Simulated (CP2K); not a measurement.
Consider 2-methoxypyridine at its PBE geometry (Å).

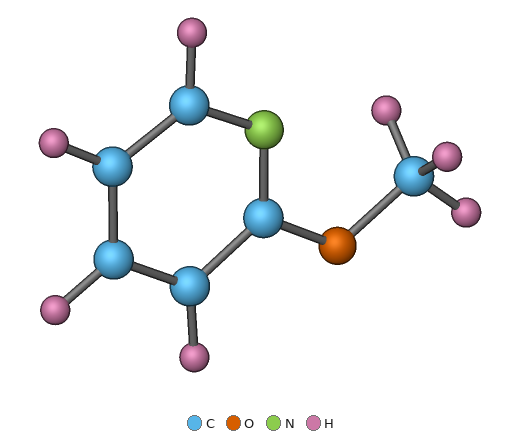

The molecule (carbon blue, oxygen orange, nitrogen green, hydrogen pink).

```xyz
15

C    -2.5866    0.4321   -0.6249
O    -1.4325   -0.2683   -1.1404
C    -0.2881   -0.1683   -0.4030
C     0.8542   -0.8149   -0.9161
C     2.0275   -0.7314   -0.1803
C     2.0351   -0.0173    1.0285
C     0.8515    0.5892    1.4354
N    -0.3022    0.5211    0.7380
H    -3.3764    0.2515   -1.3610
H    -2.8738    0.0405    0.3596
H    -2.3813    1.5069   -0.5310
H     0.7952   -1.3526   -1.8603
H     2.9339   -1.2171   -0.5425
H     2.9362    0.0669    1.6332
H     0.8075    1.1617    2.3646
```

Method: CP2K XAS_TDP, all-electron GAPW, PBEh(45%), aug-cc-pVDZ, TDA, GW2X-corrected core level, no relativity.

Q: Where do the C K-edge lines lie, and how strong are they?

Leading lines: C1 291.57 eV, C3 289.08 eV, C4 287.11 eV, C5 287.10 eV, C6 287.49 eV and C7 287.46 eV. The leading line of an atom is its first one with 35 % of the strongest within 2.5 eV of its lowest line over the strength cut. Core ionisation energies at this level: C5 292.50, C7 292.81, C4 291.96, C6 291.88, C1 293.72 and C3 294.19 eV.

The first six lines of each atom with a strength over 0.0015:

```csv
atom,energy (eV),states,"strength, one atom",above the computed threshold
C1 (bonded to O and 3 H),291.57,1,0.0394,
,292.27,1,0.0046,
,292.57,1,0.0221,
,292.72,1,0.0164,
,293.08,1,0.0025,
,293.41,1,0.0027,
"C3 (bonded to C, N and O)",289.08,1,0.0639,
,293.32,1,0.0072,
,293.43,1,0.0029,
,293.54,1,0.0052,
,294.70,1,0.0024,yes
,294.89,1,0.0036,yes
C4 (bonded to 2 C and H),287.11,1,0.0439,
,289.03,1,0.0023,
,290.16,1,0.0095,
,291.07,1,0.0038,
,291.62,1,0.0029,
,291.66,1,0.0017,
C5 (bonded to 2 C and H),287.10,1,0.0544,
,290.47,1,0.0114,
,291.72,1,0.0016,
,292.18,1,0.0025,
,292.83,1,0.0022,yes
,293.15,1,0.0051,yes
C6 (bonded to 2 C and H),287.49,1,0.0489,
,289.90,1,0.0105,
,291.10,1,0.0017,
,291.53,1,0.0025,
,291.72,1,0.0023,
,292.24,1,0.0019,yes
"C7 (bonded to C, N and H)",287.46,1,0.0556,
,290.96,1,0.0109,
,291.90,1,0.0029,
,292.41,1,0.0021,
,293.38,1,0.0054,yes
,293.79,1,0.0035,yes
```

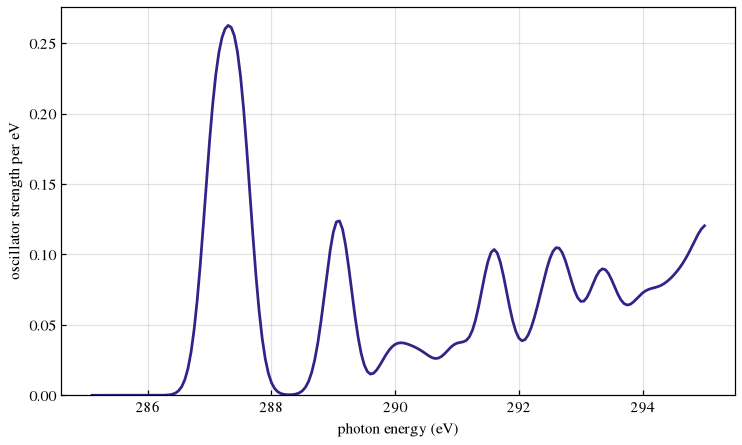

All atoms added, broadened by 0.5 eV.

Lines are vertical, at one geometry, with no vibrational structure. GW2X ionisation energies and lines can be off by 1 to 2 eV either way, and a good line position may hide errors that cancel. These values hold no scalar relativity, about 0.1 eV for C 1s. Rydberg lines, and the discretised continuum above threshold, depend on the basis and the box.

[Banner, clock and machine lines of the logs are left out without a mark of their own.]

[Logs are printed without paths, hosts, clocks, repeated set-up lines and the standing remarks that a program may print on its own settings, such as how far it seeks lower states.]

[Hosts, paths, dates, database ids (printed as entryN), source tags and the programs' standing remarks are cut or masked in the printed files.]
